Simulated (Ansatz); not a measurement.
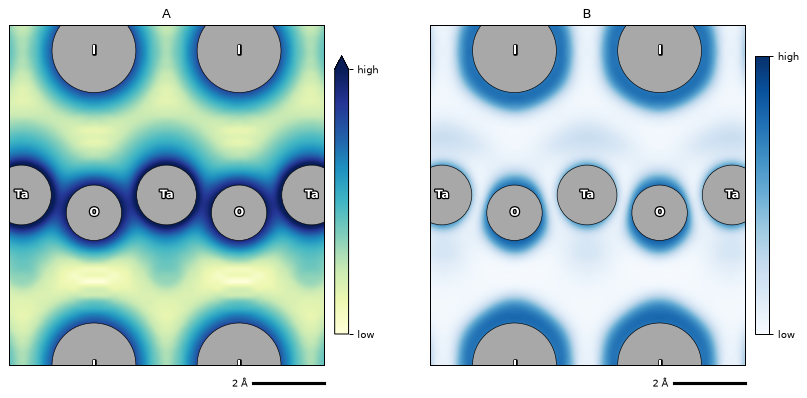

Ta2SiI2O: 2 fields on the (100) plane of the conventional cell, with unlabelled colour scales. Grey discs cover the atomic cores.

Space group P4mm; a structure from a database of computed crystals, not necessarily the ambient phase; a generated structure, not necessarily the stable one.

All numbers below come from Ansatz 0.2.0, DFT PBE, scalar-relativistic, plane waves, PAW.

```
Ta Si I O
1.0
     4.10119    0.00000    0.00000
     0.00000    4.10119    0.00000
     0.00000    0.00000    8.88112
Ta Si I O
2 1 2 1
Direct
  0.50000 0.00000 0.94589
  0.00000 0.50000 0.94589
  0.50000 0.50000 0.12251
  0.50000 0.50000 0.69119
  0.00000 0.00000 0.40522
  0.00000 0.00000 0.88929
```

Which field does each panel show? The fields are: electron localisation function and valence pseudo-density.

Panel A: valence pseudo-density. Panel B: electron localisation function. From the grid: Ta–O (2.11 Å): ρ is about 0.61 e/Å³ halfway; the ELF peaks at about 0.80 in the valence shell of O, 0.6 Å from its nucleus, and drops to about 0.15 between the two atoms (no shared electron pair shows on this line).
